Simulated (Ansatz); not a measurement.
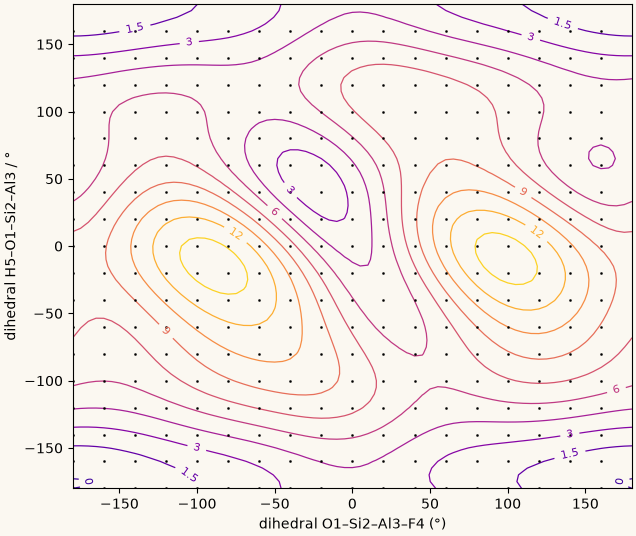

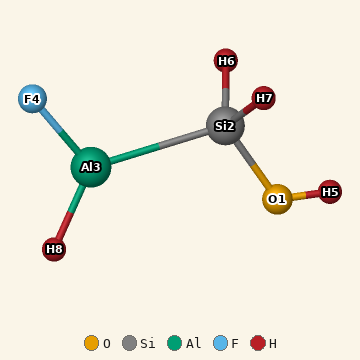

Energy landscape of AlFH4OSi, SMILES O[SiH2][AlH][F]. First axis: dihedral O1–Si2–Al3–F4. Second axis: dihedral H5–O1–Si2–Al3. Nothing is relaxed (all other coordinates rigid). Grid: 18 × 18 points. Points are written as (first, second). All energies are given in kJ/mol relative to the lowest grid point. Level of theory: RHF/def2-SVP (Ansatz).

Drawn: contour lines labelled in kJ/mol, dots at the grid points. Between grid points the surface is interpolated. The second picture is the structure at the lowest point.

Q: Where are the wells?

A: The lowest grid point is at (−180°, −180°). There are further wells near (−20°, 40°) (2.2 kJ/mol above the lowest at that grid point); (160°, 60°) (4.4 kJ/mol above the lowest at that grid point). The highest grid point, (−80°, −20°), lies 14.1 kJ/mol above the lowest. On the interpolated surface the easiest way out of the lowest well to its copy in the next cell or period passes a barrier of about 4.3 kJ/mol. Round the minimum the two coordinates are nearly uncoupled.

Grid values (kJ/mol):

```csv
"dihedral H5–O1–Si2–Al3 ↓, dihedral O1–Si2–Al3–F4 →",−180,−140,−100,−60,−20,20,60,100,140
140,3.1,3.7,4.1,4.4,6.1,7.1,6.2,5.0,3.7
100,5.3,6.4,6.2,4.9,6.0,8.4,8.6,7.1,5.4
60,4.9,7.3,7.4,3.9,2.7,6.5,9.1,7.9,5.0
20,6.9,10.1,12.1,8.4,3.2,5.6,11.4,12.3,8.6
−20,8.5,10.3,13.8,12.8,7.2,4.9,10.3,13.9,11.7
−60,7.7,7.9,10.7,11.9,9.4,5.7,7.1,10.5,10.2
−100,6.3,6.3,8.0,9.5,9.4,7.2,6.1,7.4,7.4
−140,2.4,2.8,4.1,5.3,6.3,5.6,4.0,3.6,3.0
−180,0.0,0.5,1.5,2.5,4.0,4.1,2.8,1.7,0.6
```

The table holds every second grid line.

Time for the 324 points that were run: 5.5 min on 1 thread of Intel(R) Xeon(R) Platinum 8488C (Sapphire Rapids), on a shared host.
